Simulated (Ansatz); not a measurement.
C2H3F: several calculations on one system

## 1. Relaxation

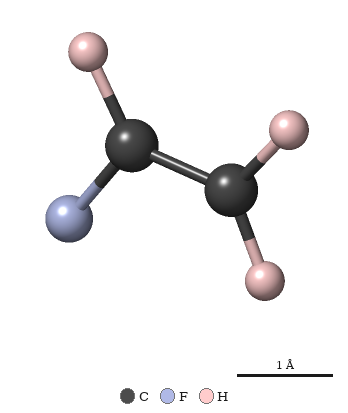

C₂H₃F (coarse preliminary run), before the relaxation. A ball-and-stick model, seen at a tilt.

These are results of RKS PBE-D4/def2-SVP in Ansatz, not measurements.

Input
```yaml
crystal:
  periodic: [false, false, false]
  atoms:
    - {symbol: C, position_ang: [-0.511700, 0.051100, -0.421500]}
    - {symbol: C, position_ang: [0.484900, -0.007700, 0.378100]}
    - {symbol: F, position_ang: [0.916800, -1.200500, 0.767800]}
    - {symbol: H, position_ang: [-0.992400, -0.784000, -0.792000]}
    - {symbol: H, position_ang: [-0.925500, 1.056200, -0.772500]}
    - {symbol: H, position_ang: [1.069900, 0.820900, 0.793800]}
basis:
  gaussian: {orbitals: def2-SVP}
hamiltonian: {xc: pbe, dispersion: d4}
relax: {f_tol: 0.03, max_steps: 250}
```

> Predict the outcome.

The atom that moves furthest after the best rigid fit is H4 (0.082 Å). By element the largest moves are H 0.082 Å, F 0.074 Å, C 0.050 Å. Among the contacts that change: C1–H4 1.032 → 1.099 Å, C1–C2 1.279 → 1.337 Å, C1–H5 1.142 → 1.098 Å, C2–F3 1.327 → 1.343 Å. Among the angles between lasting bonds that change: C1–C2–F3 118.6° → 122.9°, H4–C1–H5 115.6° → 119.4°, C1–C2–H6 128.2° → 124.9°. The optimiser took 7 steps. The run took about 13 core-seconds on a shared host.

The structure at the end:

```xyz
6

C    -0.5439    0.0781   -0.4492
C     0.4976   -0.0241    0.3832
F     0.9796   -1.2037    0.8067
H    -1.0588   -0.8161   -0.8286
H    -0.8916    1.0721   -0.7596
H     1.0592    0.8297    0.8011
```

After the run, drawn alike:

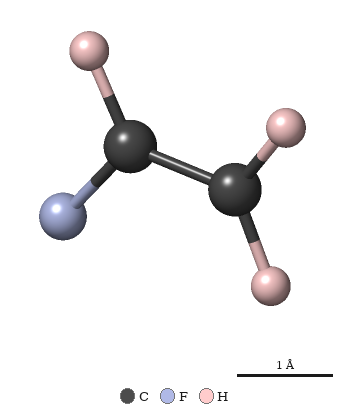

## 2. Distortion

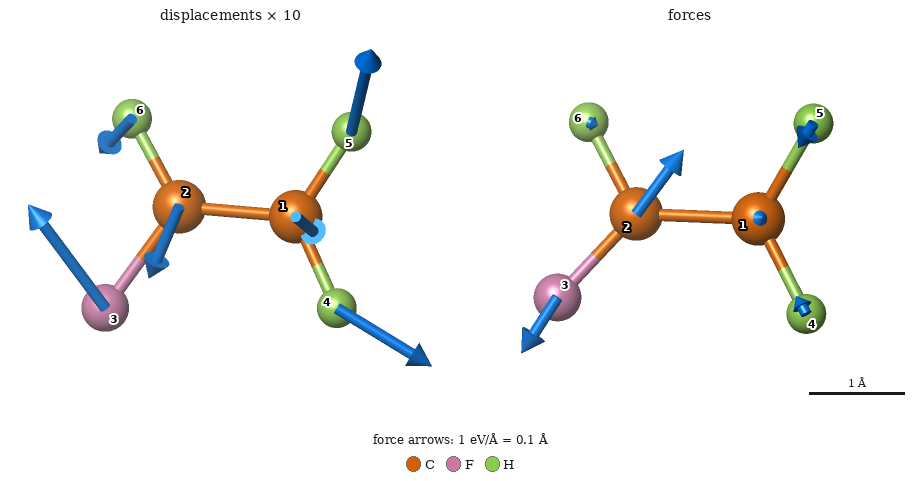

Left: C2H3F, with blue arrows for the displacements applied to it. Right: the displaced structure with the computed forces. Style: ball-and-stick. Shown at a tilt.

Computed with Ansatz, RKS PBE0-D4/def2-TZVPP. 

Question: How do the forces relate to the distortion?

Answer: All atoms are moved at random (σ = 0.09 Å) from the PBE0-D4/def2-TZVP minimum. It costs 90.0 kJ/mol. The largest force is 8.5 eV/Å, on C2. The forces point partly back along the displacements (cosine −0.56). At other levels of theory the same distortion costs 87.5 kJ/mol (RKS PBE-D4/def2-TZVPP), 92.2 kJ/mol (RKS r2SCAN-D4/def2-TZVPP), 95.8 kJ/mol (RKS wB97M-V/def2-TZVPP), 93.3 kJ/mol (RHF-CCSD(T), frozen core/def2-TZVPP). Some distances before and after: C1–H5 1.081 → 1.208 Å, C2–F3 1.336 → 1.214 Å, C1–H4 1.082 → 1.163 Å, C1–C2 1.317 → 1.362 Å. Bond angles that change, for instance: C1–C2–F3 122.3° → 130.2°, F3–C2–H6 112.0° → 107.2°.

## 3. Distortion

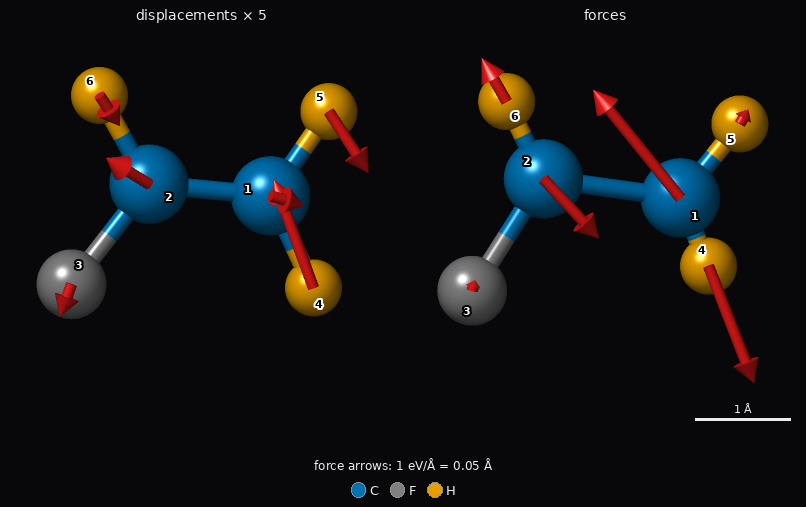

Left: C$_{2}$H$_{3}$F, with red arrows for the displacements applied to it. Right: the displaced structure with the computed forces. Style: ball-and-stick. Shown at a tilt.

The calculation used RKS wB97M-V/def2-TZVPP in Ansatz 0.2.0. 

### Describe the distortion and the response.

All atoms are moved at random (σ = 0.12 Å) from the PBE0-D4/def2-TZVP minimum. The energy rises by 467.1 kJ/mol. The largest force is 30 eV/Å, on C1. The forces mostly point back along the displacements (cosine −0.76). At other levels of theory the same distortion costs 465.7 kJ/mol (RKS PBE-D4/def2-TZVPP), 464.5 kJ/mol (RKS r2SCAN-D4/def2-TZVPP), 474.0 kJ/mol (RKS PBE0-D4/def2-TZVPP), 454.7 kJ/mol (RHF-CCSD(T), frozen core/def2-TZVPP). Among the bonded contacts that change: C1–H4 1.082 → 0.784 Å, C1–C2 1.317 → 1.506 Å, C2–H6 1.084 → 0.904 Å, C1–H5 1.081 → 1.000 Å. Among the angles between lasting bonds that change: F3–C2–H6 112.0° → 121.8°, C1–C2–F3 122.3° → 114.0°.
